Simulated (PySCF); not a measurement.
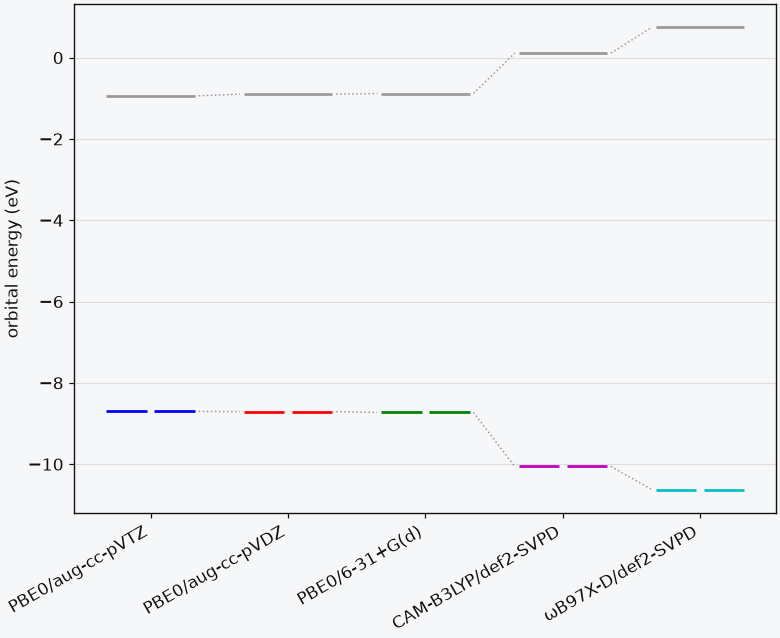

Frontier orbital energies of OCS, SMILES O=C=S at one geometry, PySCF 2.14.0, at a PBE0-D3(BJ)/def2-SVP geometry (no frequency check). Empty levels are grey, levels within 0.1 eV stand side by side; all columns show the same few orbitals around the gap. Dotted lines join the HOMOs and the LUMOs.

> Compare the HOMO-LUMO separations.

The separation grows from 7.76 eV (PBE0/aug-cc-pVTZ) to 11.38 eV (ωB97X-D/def2-SVPD).

```
              level  HOMO (eV)  LUMO (eV)  separation (eV)
   PBE0/aug-cc-pVTZ      −8.70      −0.94             7.76
   PBE0/aug-cc-pVDZ      −8.71      −0.90             7.81
     PBE0/6-31+G(d)      −8.73      −0.88             7.84
CAM-B3LYP/def2-SVPD     −10.06       0.11            10.17
  ωB97X-D/def2-SVPD     −10.63       0.75            11.38
```

Limits of at least one run: empty levels above zero depend strongly on the basis.
